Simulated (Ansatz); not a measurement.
# GaH2OF (SMILES [OH][GaH][F]): wB97M-V/cc-pVDZ

Aim: the electronic atomisation energy of GaH2OF at wB97M-V/cc-pVDZ, from 5 runs. 

The calculation is run with Ansatz 0.2.0.

61 further runs of the same task are left out: 61 set aside as unsound or not needed.

## Step 1: Starting point

The species is GaH2OF (5 atoms), meant as a singlet with charge 0. SMILES: `[OH][GaH][F]`. Geometry: relaxed at PBE0-D4/def2-TZVP. This is one conformer, not always the lowest.

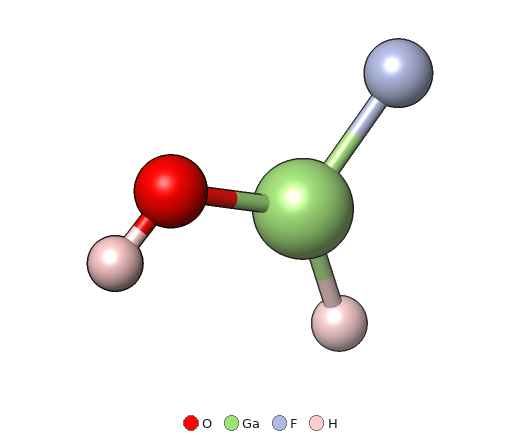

Viewed from a chosen angle; oxygen red, gallium green, fluorine light blue, hydrogen pink.

## Step 2: A single-point energy at wB97M-V/cc-pVDZ

Input file molecule.yaml:

```yaml
crystal:
  periodic: [false, false, false]
  atoms:
    - {symbol: O, position_ang: [-1.130400, -0.588700, -0.283800]}
    - {symbol: Ga, position_ang: [0.383700, 0.280500, 0.015600]}
    - {symbol: F, position_ang: [0.438300, 1.777800, -0.881200]}
    - {symbol: H, position_ang: [-1.210600, -1.420700, 0.187200]}
    - {symbol: H, position_ang: [1.569000, -0.122600, 0.920900]}
basis:
  gaussian:
    orbitals: cc-pVDZ
output: {orbitals: {seedname: orbitals}}
hamiltonian:
  xc: {name: wB97M-V}
accuracy: high
```

Command:

```sh
$ ansatz run molecule.yaml --threads 1 --pin off --max-ram 3480MiB --events-out events.jsonl --progress --plain --runs-dir runs
```

Standard output:

```text
Warning: RAYON_NUM_THREADS=1 ignored (pool sized by the plan → 1); use --threads N
Functional definition: wB97M-V
  name "wB97M-V"
  parameter omega = 0.3/bohr
  parameter cx = 0.15
  parameter cx01 = 1.007
  parameter cx10 = 0.259
  parameter css00 = 0.443
  parameter css04 = -1.437
  parameter css10 = -4.535
  parameter css20 = -3.390
  parameter css43 = 4.278
  parameter cos00 = 1.000
  parameter cos10 = 1.358
  parameter cos20 = 2.924
  parameter cos21 = -8.812
  parameter cos60 = -1.390
  parameter cos61 = 9.142
  parameter b = 6.0
  parameter c = 0.01
  gx(w, u) = 1 - cx + cx01*u + cx10*w
  gss(w, u) = css00 + css04*u^4 + css10*w + css20*w^2 + css43*w^4*u^3
  gos(w, u) = cos00 + cos10*w + (cos20 + cos21*u)*w^2 + (cos60 + cos61*u)*w^6
  exchange = spin_sum(e_x_unif_sr(omega)*gx(b97_w, b97_u_x)) + cx*exact_x_sr(omega) + exact_x_lr(omega)
  correlation = spin_sum(e_c_pw_mod_same_spin*gss(b97_w, b97_u_same))
      + integral(e_c_pw_mod_opposite_spin*gos(b97_w_opposite, b97_u_opposite)) + vv10(b, c)
1380 factors; integrals over basis functions are off by at most 4.4e-9 eV
264 factors; integrals over basis functions are off by at most 1.7e-9 eV
mean field evaluation 1: about -57165.3531 eV, gradient 5.6e1 eV
mean field evaluation 2: about -57162.1029 eV, gradient 7.4e1 eV
mean field evaluation 4: about -57171.1385 eV, gradient 2.1e0 eV
mean field evaluation 8: about -57171.1899 eV, gradient 9.4e-2 eV
mean field evaluation 16: about -57171.1899 eV, gradient 5.8e-5 eV
mean field -57171.18993092 eV, -2101.0024779369 hartree, gradient 9.4e-8 eV, S^2 0.000000; 0 other end points of the search recorded, 0 dependent functions left out
reference -57171.18993573 eV, -2101.0024781137 hartree; 25, 25 occupied and 40, 40 virtual orbitals, 1380 factors
Total energy: -57171.18993573 eV, -2101.0024781137 hartree
```

It took 17 s on 1 thread of Intel Xeon 6975P-C (Granite Rapids), shared host; peak memory 0.4 GiB.

## Step 3: The F atom at the same level

Input file run.yaml:

```yaml
basis:
  gaussian: {orbitals: cc-pVDZ}
crystal:
  periodic: [false, false, false]
  atoms:
    - {symbol: F, position_ang: [0.000000, 0.000000, 0.000000]}
hamiltonian: {xc: {name: wB97M-V}}
magnetization: {spin_polarized: true, initial_magnetization: 1}
accuracy: high
```

Command:

```sh
$ ansatz run run.yaml --threads 1 --pin off --max-ram 3480MiB --events-out events.jsonl --progress --plain --runs-dir runs
```

Standard output (excerpt; [...] marks lines left out):

```text
Warning: RAYON_NUM_THREADS=1 ignored (pool sized by the plan → 1); use --threads N
Functional definition: wB97M-V
  name "wB97M-V"
[...]
  gx(w, u) = 1 - cx + cx01*u + cx10*w
  gss(w, u) = css00 + css04*u^4 + css10*w + css20*w^2 + css43*w^4*u^3
  gos(w, u) = cos00 + cos10*w + (cos20 + cos21*u)*w^2 + (cos60 + cos61*u)*w^6
[...]
      + integral(e_c_pw_mod_opposite_spin*gos(b97_w_opposite, b97_u_opposite)) + vv10(b, c)
96 factors; integrals over basis functions are off by at most 1.1e-8 eV
51 factors; integrals over basis functions are off by at most 3.6e-10 eV
[...]
mean field -2713.04108653 eV, -99.7024209646 hartree, gradient 2.7e-8 eV, S^2 0.750946; 0 other end points of the search recorded, 0 dependent functions left out
reference -2713.04108711 eV, -99.7024209861 hartree; 5, 4 occupied and 9, 10 virtual orbitals, 96 factors
Total energy: -2713.04108711 eV, -99.7024209861 hartree
```

Run time: 0.88 s. Hardware: 1 thread of Intel Xeon 6975P-C (Granite Rapids), shared host; peak memory 0.18 GiB.

## Step 4: The Ga atom

Input file job.yaml:

```yaml
basis:
  gaussian:
    orbitals: cc-pVDZ
crystal:
  periodic: [false, false, false]
  atoms:
    - {symbol: Ga, position_ang: [0.000000, 0.000000, 0.000000]}
magnetization:
  spin_polarized: true
  initial_magnetization: 1
hamiltonian:
  xc: {name: wB97M-V}
accuracy: high
```

Command:

```sh
$ ansatz run job.yaml --threads 1 --pin off --max-ram 3480MiB --events-out events.jsonl --progress --plain --runs-dir runs
```

Standard output (excerpt; [...] marks lines left out):

```text
Warning: RAYON_NUM_THREADS=1 ignored (pool sized by the plan → 1); use --threads N
Functional definition: wB97M-V
  name "wB97M-V"
[...]
  gx(w, u) = 1 - cx + cx01*u + cx10*w
  gss(w, u) = css00 + css04*u^4 + css10*w + css20*w^2 + css43*w^4*u^3
  gos(w, u) = cos00 + cos10*w + (cos20 + cos21*u)*w^2 + (cos60 + cos61*u)*w^6
[...]
      + integral(e_c_pw_mod_opposite_spin*gos(b97_w_opposite, b97_u_opposite)) + vv10(b, c)
255 factors; integrals over basis functions are off by at most 4.4e-9 eV
85 factors; integrals over basis functions are off by at most 9.3e-10 eV
[...]
mean field -52373.09400858 eV, -1924.6757050570 hartree, gradient 3.9e-9 eV, S^2 0.752231; 0 other end points of the search recorded, 0 dependent functions left out
reference -52373.09401066 eV, -1924.6757051335 hartree; 16, 15 occupied and 11, 12 virtual orbitals, 255 factors
Total energy: -52373.09401066 eV, -1924.6757051335 hartree
```

It took 4.2 s on 1 thread of Intel Xeon 6975P-C (Granite Rapids), shared host; peak memory 0.3 GiB.

## Step 5: The H atom, same level

Input file molecule.yaml:

```yaml
crystal:
  periodic: [false, false, false]
  atoms:
    - {symbol: H, position_ang: [0.000000, 0.000000, 0.000000]}
basis:
  gaussian:
    orbitals: cc-pVDZ
magnetization:
  spin_polarized: true
  initial_magnetization: 1
hamiltonian:
  xc: {name: wB97M-V}
accuracy: high
```

Command:

```sh
$ ansatz run molecule.yaml --threads 1 --pin off --max-ram 3480MiB --events-out events.jsonl --progress --plain --runs-dir runs
```

Standard output (excerpt; [...] marks lines left out):

```text
Warning: RAYON_NUM_THREADS=1 ignored (pool sized by the plan → 1); use --threads N
Functional definition: wB97M-V
  name "wB97M-V"
[...]
  gx(w, u) = 1 - cx + cx01*u + cx10*w
  gss(w, u) = css00 + css04*u^4 + css10*w + css20*w^2 + css43*w^4*u^3
  gos(w, u) = cos00 + cos10*w + (cos20 + cos21*u)*w^2 + (cos60 + cos61*u)*w^6
[...]
      + integral(e_c_pw_mod_opposite_spin*gos(b97_w_opposite, b97_u_opposite)) + vv10(b, c)
15 factors; integrals over basis functions are off by at most 4.6e-8 eV
15 factors; integrals over basis functions are off by at most 9.8e-10 eV
[...]
mean field -13.38010900 eV, -0.4917099363 hartree, gradient 8.8e-9 eV, S^2 0.750000; 0 other end points of the search recorded, 0 dependent functions left out
reference -13.38011109 eV, -0.4917100131 hartree; 1, 0 occupied and 4, 5 virtual orbitals, 15 factors
Total energy: -13.38011109 eV, -0.4917100131 hartree
```

It took 0.3 s on 1 thread of Intel Xeon 6975P-C (Granite Rapids), shared host.

## Step 6: The O atom, same level

Input file input.yaml:

```yaml
crystal:
  periodic: [false, false, false]
  atoms:
    - symbol: O
      position_ang: [0.000000, 0.000000, 0.000000]
basis:
  gaussian: {orbitals: cc-pVDZ}
magnetization: {spin_polarized: true, initial_magnetization: 2}
hamiltonian: {xc: {name: wB97M-V}}
accuracy: high
```

Command:

```sh
$ ansatz run input.yaml --threads 1 --pin off --max-ram 3480MiB --events-out events.jsonl --progress --plain --runs-dir runs
```

Standard output (excerpt; [...] marks lines left out):

```text
Warning: RAYON_NUM_THREADS=1 ignored (pool sized by the plan → 1); use --threads N
Functional definition: wB97M-V
  name "wB97M-V"
[...]
  gx(w, u) = 1 - cx + cx01*u + cx10*w
  gss(w, u) = css00 + css04*u^4 + css10*w + css20*w^2 + css43*w^4*u^3
  gos(w, u) = cos00 + cos10*w + (cos20 + cos21*u)*w^2 + (cos60 + cos61*u)*w^6
[...]
      + integral(e_c_pw_mod_opposite_spin*gos(b97_w_opposite, b97_u_opposite)) + vv10(b, c)
96 factors; integrals over basis functions are off by at most 1.3e-9 eV
51 factors; integrals over basis functions are off by at most 7.0e-10 eV
[...]
mean field -2042.19904640 eV, -75.0494307031 hartree, gradient 4.0e-8 eV, S^2 2.002248; 0 other end points of the search recorded, 0 dependent functions left out
reference -2042.19904721 eV, -75.0494307326 hartree; 5, 3 occupied and 9, 11 virtual orbitals, 96 factors
Total energy: -2042.19904721 eV, -75.0494307326 hartree
```

It took 0.92 s on 1 thread of Intel Xeon 6975P-C (Granite Rapids), shared host; peak memory 0.17 GiB.

## Step 7: Summary of results

Level: wB97M-V/cc-pVDZ.

```
                     quantity           value
       molecule: total energy  -2101.00248 Eh
        molecule: HOMO energy       -11.47 eV
        molecule: LUMO energy         0.98 eV
      molecule: HOMO–LUMO gap        12.44 eV
         F atom: total energy    -99.70242 Eh
                 F atom: ⟨S²⟩           0.751
        Ga atom: total energy  -1924.67571 Eh
                Ga atom: ⟨S²⟩           0.752
         H atom: total energy     -0.49171 Eh
                 H atom: ⟨S²⟩           0.750
         O atom: total energy    -75.04943 Eh
                 O atom: ⟨S²⟩           2.002
electronic atomisation energy       16.096 eV
```

Taking the molecule apart into free atoms costs 16.10 eV (371 kcal/mol), before zero-point energy and without spin-orbit coupling.
